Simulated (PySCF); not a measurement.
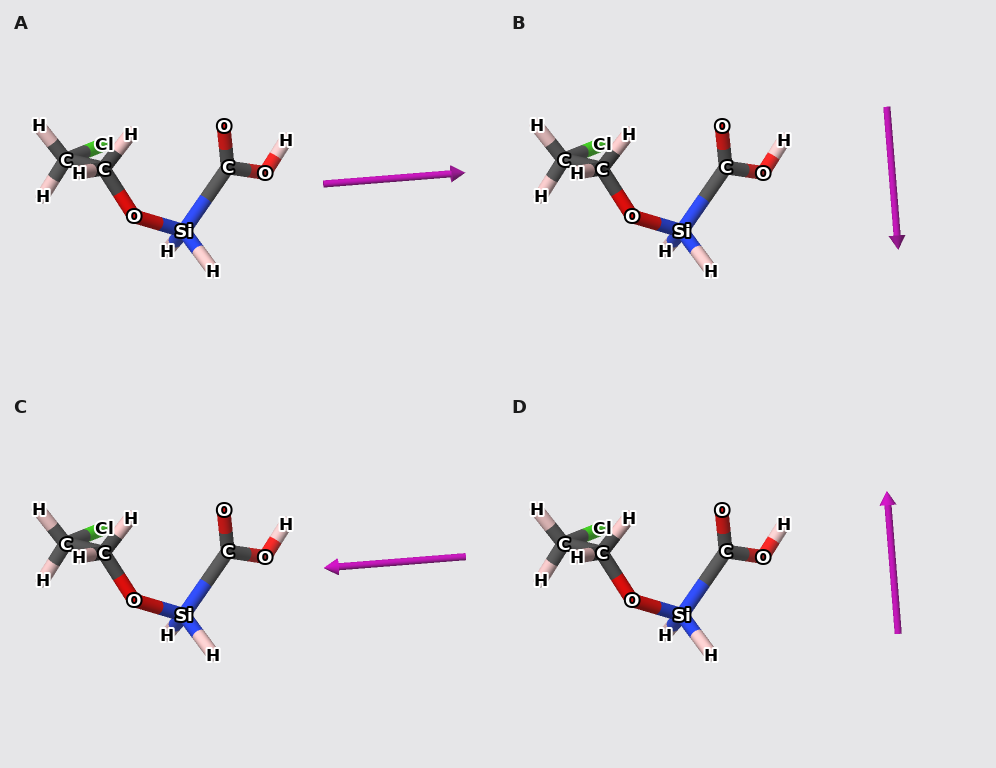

The same molecule four times, each with an arrow. The geometry was computed by an optimisation with GFN2-xTB. No frequency run is at hand to confirm it as a minimum. Properties computed with PBE0/pcSseg-1, gas phase (PySCF 2.14.0).

**Which arrow points along the dipole moment, from the negative to the positive end?**

C. The dipole moment is 1.02 D.

The geometry is semi-empirical. Around Si such bond lengths and angles can be off by a tenth of an ångström or more and by several degrees, and values that hang on the shape move with them.
